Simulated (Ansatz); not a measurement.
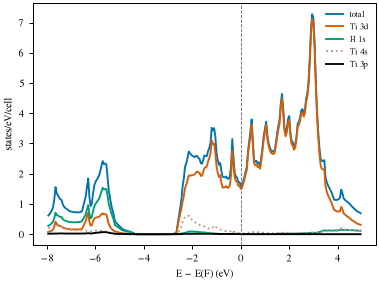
*Total and projected density of states of TiH in space group P4_2/mmc (No. 131; Ti on 2c, H on 2e), plane-wave PAW r²SCAN (Ansatz code)*

Q: Which orbitals carry the states next to the Fermi level?

A: Within 0.5 eV of the Fermi level: Ti 3d 93 %. Projections are on Löwdin-orthogonalised atomic valence shells; empty p or d shells of many metals are not among them.

Q: Where is the tallest occupied peak in this window, and what makes it?

A: Near -1.2 eV, about 3.5 states/eV per cell; the largest projected share is Ti 3d.

The first step of the workflow began from a Materials Project structure, measured or hypothetical; the Crystallography Open Database copy checked does not list it. Whether it is the stable phase at ambient conditions was not checked. The r²SCAN relaxation kept the symmetry of its start; whether a distortion lowers the energy is not shown. No spin polarisation was allowed.

Potentials: the later of the program's two PAW sets.
